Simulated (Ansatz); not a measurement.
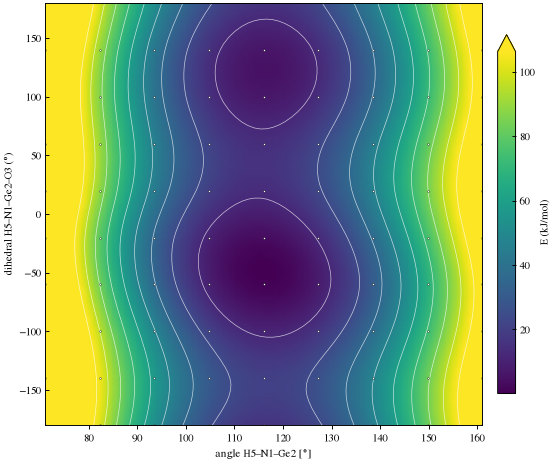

Energy landscape of FGeH4NO, SMILES [NH2][GeH]([OH])[F]. The first coordinate is: angle H5–N1–Ge2; the second: dihedral H5–N1–Ge2–O3. Nothing is relaxed (all other coordinates rigid). The scan uses a 9 × 9 grid. Points are written as (first, second). Energies are in kJ/mol, from the relaxed molecule at the same level. Theory: RKS B3LYP-D4/def2-TZVP in Ansatz.

The picture shows a smooth colour map with a few white contour lines, dots at the grid points, one colour for all values above the top of the scale. Between grid points the surface is interpolated. 

**Where are the wells?**

The lowest grid point is at (116.0°, −60°), 0.7 kJ/mol from the relaxed molecule at the same level. A higher local minimum lies near (116.0°, 140°) (5 kJ/mol above the lowest at that grid point). The highest grid point, (71.0°, −140°), lies 174 kJ/mol above the lowest. On the interpolated surface the easiest way out of the lowest well to the well at about (117°, 125°) passes a barrier of about 15 kJ/mol, counted from the interpolated bottom of the well. Round the minimum the two coordinates are weakly coupled (coupling 0.14 in units of the two stiffnesses).

The input of one point:

```yaml
crystal:
  periodic: [false, false, false]
  atoms:
    - { symbol: "N", position_ang: [-0.587471, 1.287226, 0.070666] }
    - { symbol: Ge, position_ang: [0.433085, -0.177795, -0.21226] }
    - { symbol: O, position_ang: [0.617944, -0.929433, 1.378491] }
    - { symbol: F, position_ang: [-0.345113, -1.416441, -1.191249] }
    - { symbol: H, position_ang: [-1.506066, 1.119331, 0.455901] }
    - { symbol: H, position_ang: [-0.628309, 1.97066, -0.67107] }
    - { symbol: H, position_ang: [1.735951, 0.153141, -0.94206] }
    - { symbol: H, position_ang: [0.699649, -1.887543, 1.323499] }
basis:
  gaussian: { orbitals: def2-TZVP }
hamiltonian:
  xc: { name: B3LYP }
  dispersion: d4
output:
  forces: true
```

The whole map (81 points run) took 19 min on 1 thread of Arm Neoverse N1, with other jobs on the host.
